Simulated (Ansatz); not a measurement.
## YF3 (Pnma):V_F (site 2), thermodynamic levels from a 64-atom cell

Wanted: the transition levels of a vacancy in YF3 (Pnma), from a cell of 64 host atoms with 1 F taken out.

Program: Ansatz 0.2.0. Level of theory: place-levels on PBEsol runs: charge-transition levels and formation energies with image-charge correction and potential alignment at the atomic sites. Results are calculated unless marked as measured.

## 1. The starting structure

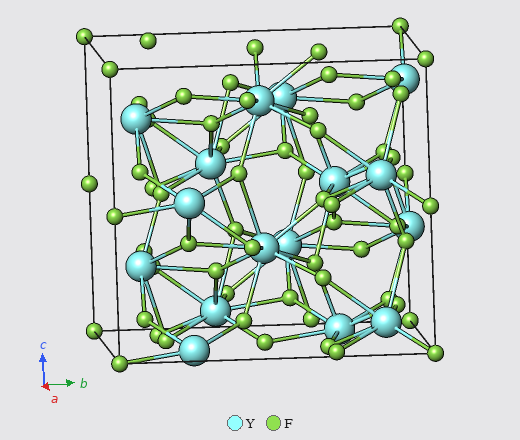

The starting structure, seen slightly off an axis (yttrium teal, fluorine green). Bonds to atoms that aren't drawn are left out. Some periodic images of atoms are drawn too.

The cell holds 63 atoms: 16 Y and 47 F. Its edges and angles: a = 9.320 Å, b = 9.320 Å, c = 8.738 Å, α = 90.0°, β = 90.0°, γ = 85.6°. It derives from YF3 (space group Pnma). Nearest the centre at fractional (0.614, 0.449, 0.689): Y36 at 2.28 Å, Y40 at 2.28 Å, Y37 at 2.30 Å, F47 at 2.50 Å, F42 at 2.56 Å, F22 at 2.57 Å, F59 at 2.58 Å, F28 at 2.58 Å.

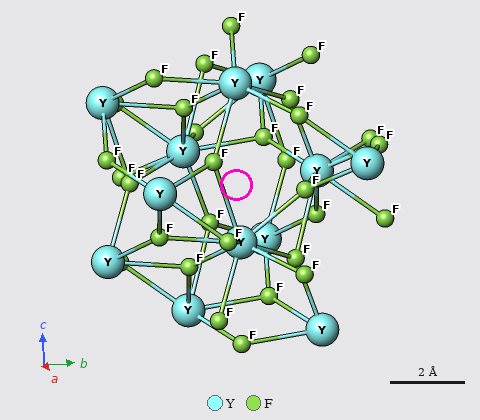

The atoms within 5 Å of the centre. A ring marks the centre wherever it is empty.

Structure file:

```xyz
63
Lattice="6.3310 6.8394 0.0000 -6.3310 6.8394 0.0000 0.0000 0.0000 8.7381" Properties=species:S:1:pos:R:3 pbc="T T T"
Y    -2.3368    5.1295    4.1010
Y     3.9943    5.1295    4.1010
Y    -0.8287    1.7098    1.9165
Y    -0.8287    8.5492    1.9165
Y     0.8287    5.1295    2.4525
Y     0.8287   11.9689    2.4525
Y    -3.9943    8.5492    0.2680
Y     2.3368    8.5492    0.2680
F     1.0450    2.9878    1.6515
F     1.0450    9.8272    1.6515
F     2.1205    3.8515    3.8360
F     2.1205   10.6909    3.8360
F    -2.1205    7.2712    0.5330
F     4.2105    7.2712    0.5330
F    -1.0450    6.4075    2.7175
F     5.2860    6.4075    2.7175
F    -3.0192    8.5492    2.5753
F     3.3118    8.5492    2.5753
F    -0.1463    5.1295    0.3908
F    -0.1463   11.9689    0.3908
F     0.1463    1.7098    3.9782
F     0.1463    8.5492    3.9782
F    -3.3118    5.1295    1.7937
F     3.0192    5.1295    1.7937
F    -5.2860    7.2712    1.6515
F     1.0450    7.2712    1.6515
F    -4.2105    6.4075    3.8360
F     2.1205    6.4075    3.8360
F    -2.1205    2.9878    0.5330
F    -2.1205    9.8272    0.5330
F    -1.0450    3.8515    2.7175
F    -1.0450   10.6909    2.7175
Y    -2.3368    5.1295    8.4700
Y     3.9943    5.1295    8.4700
Y    -0.8287    1.7098    6.2855
Y    -0.8287    8.5492    6.2855
Y     0.8287    5.1295    6.8216
Y     0.8287   11.9689    6.8216
Y    -3.9943    8.5492    4.6370
Y     2.3368    8.5492    4.6370
F     1.0450    2.9878    6.0206
F     1.0450    9.8272    6.0206
F     2.1205    3.8515    8.2051
F     2.1205   10.6909    8.2051
F    -2.1205    7.2712    4.9020
F     4.2105    7.2712    4.9020
F    -1.0450    6.4075    7.0865
F     5.2860    6.4075    7.0865
F    -3.0192    8.5492    6.9444
F     3.3118    8.5492    6.9444
F    -0.1463    5.1295    4.7598
F    -0.1463   11.9689    4.7598
F     0.1463    1.7098    8.3472
F     0.1463    8.5492    8.3472
F    -3.3118    5.1295    6.1627
F     3.0192    5.1295    6.1627
F    -5.2860    7.2712    6.0206
F    -4.2105    6.4075    8.2051
F     2.1205    6.4075    8.2051
F    -2.1205    2.9878    4.9020
F    -2.1205    9.8272    4.9020
F    -1.0450    3.8515    7.0865
F    -1.0450   10.6909    7.0865
```

The host's dielectric constants go in as inputs: (2.82, 2.74, 2.68) for the electrons alone, (10.04, 9.91, 15.72) with the ions, from a response run on this crystal (DFPT, PBEsol) at that run's own cell.

The cell's shortest repeat is 8.7 Å.

## 2. The runs of each charge state

Levels follow from differences of total energies between charge states, each relaxed by itself.

Each atom starts 0.05 Å or so off its site in a random direction. Forces are taken at one point at (¼, ¼, ¼). The cell holds 1 electron more than the neutral one, with a uniform background that keeps it neutral on the whole.

The sampling was tested on the host first: at the k-points planned (1x1x1 shifted 0.25 0.25 0.25) its energy lies 0.000 eV an atom from the dense-mesh value, under the bound of 0.02 eV set for this test; that bounds the host's error, not the defect's.

One of the inputs; charge, spin and start change from state to state.

Input file qm1.relax/input.yaml:

```yaml
crystal:
  lattice:
    - [6.33103595, 6.83936158, 0.0]
    - [-6.33103595, 6.83936158, 0.0]
    - [0.0, 0.0, 4.36903083]
  atoms:
    - { symbol: "Y", position: [0.19045052, 0.55954948, 0.93865484] }
    - { symbol: "Y", position: [0.69045052, 0.05954948, 0.93865484] }
    - { symbol: "Y", position: [0.05954948, 0.19045052, 0.43865484] }
    - { symbol: "Y", position: [0.55954948, 0.69045052, 0.43865484] }
    - { symbol: "Y", position: [0.44045052, 0.30954948, 0.56134516] }
    - { symbol: "Y", position: [0.94045052, 0.80954948, 0.56134516] }
    - { symbol: "Y", position: [0.30954948, 0.94045052, 0.06134516] }
    - { symbol: "Y", position: [0.80954948, 0.44045052, 0.06134516] }
    - { symbol: F, position: [0.30095837, 0.13589913, 0.3780092] }
    - { symbol: F, position: [0.80095837, 0.63589913, 0.3780092] }
    - { symbol: F, position: [0.44904163, 0.11410087, 0.8780092] }
    - { symbol: F, position: [0.94904163, 0.61410087, 0.8780092] }
    - { symbol: F, position: [0.36410087, 0.69904163, 0.1219908] }
    - { symbol: F, position: [0.86410087, 0.19904163, 0.1219908] }
    - { symbol: F, position: [0.38589913, 0.55095837, 0.6219908] }
    - { symbol: F, position: [0.88589913, 0.05095837, 0.6219908] }
    - { symbol: F, position: [0.38655222, 0.86344778, 0.58945129] }
    - { symbol: F, position: [0.88655222, 0.36344778, 0.58945129] }
    - { symbol: F, position: [0.36344778, 0.38655222, 0.08945129] }
    - { symbol: F, position: [0.86344778, 0.88655222, 0.08945129] }
    - { symbol: F, position: [0.13655222, 0.11344778, 0.91054871] }
    - { symbol: F, position: [0.63655222, 0.61344778, 0.91054871] }
    - { symbol: F, position: [0.11344778, 0.63655222, 0.41054871] }
    - { symbol: F, position: [0.61344778, 0.13655222, 0.41054871] }
    - { symbol: F, position: [0.11410087, 0.94904163, 0.3780092] }
    - { symbol: F, position: [0.61410087, 0.44904163, 0.3780092] }
    - { symbol: F, position: [0.13589913, 0.80095837, 0.8780092] }
    - { symbol: F, position: [0.63589913, 0.30095837, 0.8780092] }
    - { symbol: F, position: [0.05095837, 0.38589913, 0.1219908] }
    - { symbol: F, position: [0.55095837, 0.88589913, 0.1219908] }
    - { symbol: F, position: [0.19904163, 0.36410087, 0.6219908] }
    - { symbol: F, position: [0.69904163, 0.86410087, 0.6219908] }
  supercell: [1, 1, 2]
  defects: [{ vacancy: 57 }]
total_charge: -1
basis:
  ecutwfc: 420
  xc_grid: 2
hamiltonian:
  xc: pbesol
kpoints:
  mp_grid: { grid: [1, 1, 1], shift: [0.25, 0.25, 0.25] }
scf:
  occupations: { method: fixed }
  max_iter: 100
output:
  forces: true
  charged_corrections: { epsilon: [2.82, 2.74, 2.68], static_epsilon: [10.04, 9.91, 15.72] }
relax:
  f_tol: 0.02
  max_steps: 80
  random_displacement: { amplitude: 0.05, seed: 3888 }
checkpoint:
  write: "../qm1.relax.run"
  compress: false
  write_wavefunctions: true
  write_every: 100000
```

The run is started by

```bash
ansatz run input.yaml --threads 4 --pin off --max-ram 7536MiB --backend cpu --events-out ev --progress --plain --runs-dir out
```

Defect states can disperse in a cell of this size, so the energy is taken again at a 2×2×2 shifted mesh, on the relaxed structure.

The run of this state that the levels use, under PBEsol:

Input file qm1.point/input.yaml:

```yaml
crystal:
  checkpoint: "../qm1.relax.run"
  host: checkpoint
total_charge: -1
basis:
  ecutwfc: 420
  xc_grid: 2
hamiltonian:
  xc: pbesol
kpoints:
  mp_grid: { grid: [2, 2, 2], shift: [0.5, 0.5, 0.5] }
scf:
  occupations: { method: fermi_dirac, width: 0.01 }
  max_iter: 100
output:
  forces: true
  eigenvalues: true
  charged_corrections:
    epsilon: [2.82, 2.74, 2.68]
    static_epsilon: [10.04, 9.91, 15.72]
    defect_position: [0.614101, 0.449042, 0.689005]
  eigenstates: { localisation: true }
  populations: true
  band_densities: [{ bands: [v1, v1] }, { bands: [c1, c1] }]
  write_density: true
  write_potential: true
  volumetric_format: npy
  elf: true
checkpoint:
  read: "../qm1.relax.run"
  write: "../qm1.point.run"
  compress: false
  write_wavefunctions: false
  write_every: 100000
```

Relaxations under PBEsol at one point at (¼, ¼, ¼); times on 4 threads of Arm Neoverse V2, shared host:

```csv
charge,moment (μB),occupations,outcome,steps,largest displacement against the far atoms (Å),time
−1,0,fixed,converged,7,0.13,73 s
0,1,fixed,converged,5,0.07,1.9 min
+1,0,fixed,converged,5,0.33,56 s
```

Single points under PBEsol at a 2×2×2 shifted mesh; times on 4 threads of Arm Neoverse V2, shared host:

```csv
charge,moment (μB),occupations,outcome,time
−1,0,fermi-dirac,converged,64 s
0,1,fermi-dirac,converged,2.1 min
+1,0,fermi-dirac,converged,60 s
```

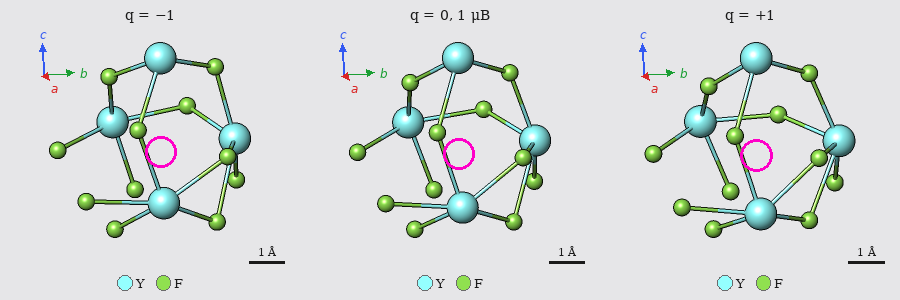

The structures near the centre after relaxation with PBEsol, by charge. A ring marks the centre wherever it is empty.

Distances (Å) from the ideal centre to the nearest atoms after relaxation with PBEsol:

```csv
charge,moment (μB),1.,2.,3.,4.,5.,6.
−1,0,Y 2.16,Y 2.17,Y 2.20,F 2.51,F 2.57,F 2.57
0,1,Y 2.28,Y 2.29,Y 2.30,F 2.44,F 2.52,F 2.53
+1,0,F 2.17,F 2.36,F 2.41,Y 2.41,F 2.41,F 2.42
```

## 3. place-levels, PBEsol

A charged cell interacts with its images and the background, and its potential has another zero than the host's. place-levels removes the first by a point-charge model, screened by the static dielectric constant since the ions have relaxed around the charge, and the second by comparing potentials at atoms far from the defect.

The host is a run of the defect-free crystal in the same cutoffs, grids and k-points, so that basis and sampling errors cancel in part in the differences. Its band edges come from a run of the primitive cell that searches the zone for them. The host is run in a cell of 32 atoms on a matching mesh. Chemical potentials are energies per atom of F (F2 molecule), run with the same functional and cutoff.

Input file levels.point.yaml:

```yaml
host:
  run: host.point.run
  levels_from: { run: edges.point.run }
states: [qm1.point.run, q0_M1.point.run, qp1.point.run]
geometry_from:
  qm1.point.run: qm1.relax.run
  q0_M1.point.run: q0_M1.relax.run
  qp1.point.run: qp1.relax.run
  host.point.run: host.relax.run
chemical_potentials:
  F:
    energy: -797.642924
    dataset: <sha256 of the dataset>
epsilon: [2.82, 2.74, 2.68]
static_epsilon: [10.04, 9.91, 15.72]
vertical:
  - { from: qm1.point.run, to: qm1.point_neutral.run }
  - { from: qp1.point.run, to: qp1.point_neutral.run }
```

The run is started by

```bash
ansatz place-levels levels.point.yaml -- --threads 4 --pin off --max-ram 7536MiB
```

Numbers of over 12 decimals in the logs are rounded to 6 here.

Log:

```text
[... repeated set-up lines and file paths are left out, and long positions are rounded to six places ...]
(+1/0) 5.755 eV above the valence edge, 2.130 eV under the conduction edge
(0/-1) 6.556 eV above the valence edge, 1.329 eV under the conduction edge
formation energy of charge +1: +0.672 eV with the Fermi level at the valence edge
formation energy of charge 0: +6.427 eV with the Fermi level at the valence edge
formation energy of charge -1: +12.983 eV with the Fermi level at the valence edge
vertical -1 to 0: no energy, since no alignment is typed
  the change from vertical[0].from (qm1.point.run) to vertical[0].to (qm1.point_neutral.run): by its potential at epsilon [2.82, 2.74, 2.68] it stands at 0.624 0.455 0.712, with an rms radius of about 1.7 Å (1.1 1.0 0.9 Å across the planes of the cell's [...]
vertical +1 to 0: no energy, since no alignment is typed
  the change from vertical[1].from (qp1.point.run) to vertical[1].to (qp1.point_neutral.run): by its potential at epsilon [2.82, 2.74, 2.68] it stands at 0.616 0.446 0.689, with an rms radius of about 1.9 Å (1.2 1.2 0.9 Å across the planes of the cell's [...]
  edges by pbesol of host.levels_from (edges.point.run), its mesh sampled to repeats of 26.21 Å (the valence edge +0.003 eV and the conduction edge -0.054 eV from those of the host's own run), gap 7.885 eV; the host is sampled to repeats of 25.32 Å
  the defect's cells are sampled to repeats of 25.32 Å, like sampling
  charge +1: -98481.4464 eV with its correction of +0.057 eV, at epsilon [10.04, 9.91, 15.72], aligned at sites: -0.1306 eV, mean over 34 atomic sites at or beyond 4.37 Å from the defect at [0.6141, 0.4490, 0.6890], with +0.000000 for the charge's moments and [...]
  charge 0: +0.000 eV for its dipole among its images, +0.000 omitted
  charge -1: -98458.0283 eV with its correction of +0.272 eV, at epsilon [10.04, 9.91, 15.72], aligned at sites: -0.0843 eV, mean over 34 atomic sites at or beyond 4.37 Å from the defect at [0.6141, 0.4490, 0.6890], with +0.000000 for the charge's moments and [...]
  of states[2] (qp1.point.run): its displacements don't fall off away from the defect: farther atoms stand 0.031 Å off the host's places. [...]
  of states[1] (q0_M1.point.run): stability_check_not_made
  of states[0] (qm1.point.run): its displacements don't fall off away from the defect: farther atoms stand 0.028 Å off the host's places. [...]
  of vertical[0].from (qm1.point.run): its displacements don't fall off away from the defect: farther atoms stand 0.028 Å off the host's places. [...]
  of vertical[0].to (qm1.point_neutral.run): its displacements don't fall off away from the defect: farther atoms stand 0.028 Å off the host's places. [...]
  of vertical[1].from (qp1.point.run): its displacements don't fall off away from the defect: farther atoms stand 0.031 Å off the host's places. [...]
  of vertical[1].to (qp1.point_neutral.run): its displacements don't fall off away from the defect: farther atoms stand 0.031 Å off the host's places. [...]
```

It took 0.34 s on 4 threads of Arm Neoverse V2, shared host.

Levels between the charges placed, in eV above the valence top:

```csv
,gap (eV),(+1/0),(0/−1)
PBEsol,7.89,5.76,6.56
```

Corrections by state:

```csv
charge,moment (μB),image terms and alignment (eV),band filling (eV),ε used,"over the lowest of its charge, as the program ranks them, band filling apart (eV)"
+1,0.0,0.057,-,"principal values (9.91, 10.04, 15.72)",0.000
0,1.0,0.000,-,-,0.000
−1,0.0,0.272,-,"principal values (9.91, 10.04, 15.72)",0.000
```

The charged structures listed were also run neutral, and place-levels reads from each pair, by the potential or the spins, how wide the charge is by which they differ; that can be the carrier of either run.

```csv
charge,rms radius (Å),spread where it is widest against the cell (Å),wide from (Å),reading
+1,1.9,1.21,1.61,narrow
−1,1.7,1.07,1.61,narrow
```

The neutral runs of these pairs need not share the spin of the lowest neutral state, and very wide values only mean spread over the cell.

From the program's caveats on the states, each cut to its opening words:

- charge +1: its displacements don't fall off away from the defect: farther atoms stand 0.031 Å off the host's places
- charge 0 (1 μB): flagged: stability check not made
- charge −1: its displacements don't fall off away from the defect: farther atoms stand 0.028 Å off the host's places

Chemical potentials of the elements' reference phases, run alike. Formation energy by charge state (elemental references; gap 7.89 eV):

```csv
charge,at valence top (eV),at conduction bottom (eV),correction included (eV)
+1,0.67,8.56,0.06
0,6.43,6.43,0.00
−1,12.98,5.10,0.27
```

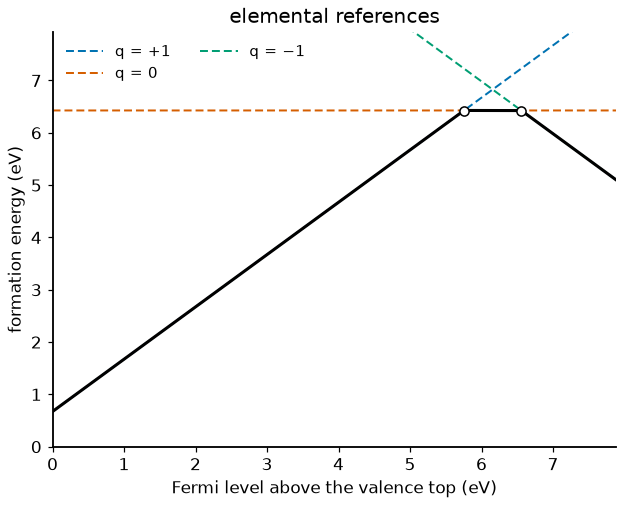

Formation energy against Fermi level; the thick line follows the lowest charge state and circles mark the transition levels.

The charge transition levels (eV, zero at the valence-band top of the host):

```csv
,conduction bottom,valence top
V_F2,7.89,0.00
```

```csv
,level,energy (eV)
V_F2,(+1/0),5.76
V_F2,(0/−1),6.56
```

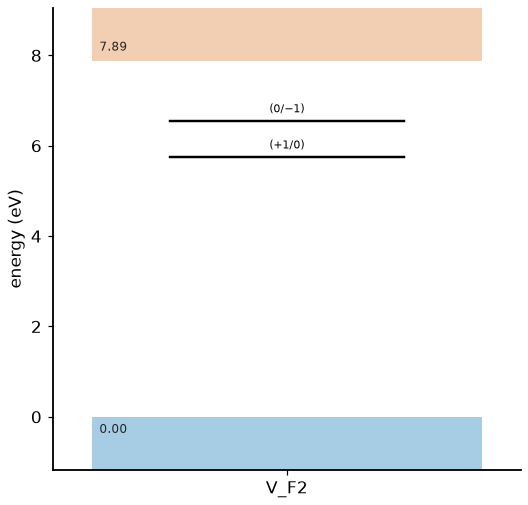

Charge transition levels. Shaded: valence and conduction bands.

## 4. Effect of the sampling

The relaxations' own energies give the levels at their sampling, for comparison.

Input file levels.relax_mesh.yaml:

```yaml
host:
  run: host.relax.run
  levels_from: { run: edges.relax.run }
states: [qm1.relax.run, q0_M1.relax.run, qp1.relax.run]
chemical_potentials:
  F:
    energy: -797.642924
    dataset: <sha256 of the dataset>
```

The run is started by

```bash
ansatz place-levels levels.relax_mesh.yaml -- --threads 4 --pin off --max-ram 7536MiB
```

Log:

```text
(+1/0) 5.755 eV above the valence edge, 2.131 eV under the conduction edge
(0/-1) 6.553 eV above the valence edge, 1.332 eV under the conduction edge
formation energy of charge +1: +0.671 eV with the Fermi level at the valence edge
formation energy of charge 0: +6.426 eV with the Fermi level at the valence edge
formation energy of charge -1: +12.979 eV with the Fermi level at the valence edge
  edges by pbesol of host.levels_from (edges.relax.run), its mesh sampled to repeats of 26.21 Å (the valence edge +0.054 eV and the conduction edge -0.116 eV from those of the host's own run), gap 7.885 eV; the host is sampled to repeats of 12.66 Å
[... the lines on each state left out ...]
```

Wall time 0.12 s (4 threads).

Levels between neighbouring charges, in eV above the valence top:

```csv
,gap (eV),(+1/0),(0/−1)
"one point at (¼, ¼, ¼)",7.89,5.75,6.55
a 2×2×2 shifted mesh,7.89,5.76,6.56
```

Going from one point at (¼, ¼, ¼) to a 2×2×2 shifted mesh moves the levels that carry no band-filling term by up to 0.00 eV and formation energies against the elements by up to 0.00 eV.

## 5. Results

```json
{"gap of the host": "7.89 eV (PBEsol)", "level (plus 1/0)": "5.76 eV above the valence top", "level (0/minus 1)": "6.56 eV above the valence top", "lowest of the charges placed, just above the valence top (0.02 eV)": "+1", "lowest of the charges placed, just below the conduction bottom (0.02 eV)": "−1", "lowest formation energy at mid-gap of the charges run, elemental references": "4.61 eV"}
```

What this shows: Of the charges placed (−1, 0 and +1), the lowest changes at 5.76 eV (+1/0) and 6.56 eV (0/−1) above the valence top, in a gap of 7.89 eV. Charges above +1 and below −1 were not placed, so these runs say nothing of levels that involve them. States placed: +1 at 0 μB; 0 at 1 μB; −1 at 0 μB. Other spin states or structures, where not listed, weren't placed. Going from one point at (¼, ¼, ¼) to a 2×2×2 shifted mesh moves the levels that carry no band-filling term by up to 0.00 eV and formation energies against the elements by up to 0.00 eV. Keep in mind: the images are only 8.7 Å apart; PBEsol makes the gap too small and tends to spread out bound carriers; where a gas molecule sets a chemical potential or the host's formation energy, its binding is uncorrected.

[Logs are printed without paths, hosts, clocks, repeated set-up lines and the standing remarks that a program may print on its own settings, such as how far it seeks lower states.]

[Hosts, paths, dates, database ids (printed as entryN), source tags and the programs' standing remarks are cut or masked in the printed files.]

[Where a table of states has a column of steps, it counts the stored structures, which are thinned; the runs took as many ionic steps or more.]

[A defect's name tells the site on which it was built; relaxed atoms can leave that site.]

[For some hosts the program warned that the k-mesh of the response run may be too coarse for force constants and the static dielectric constant; such warnings are not shown here.]
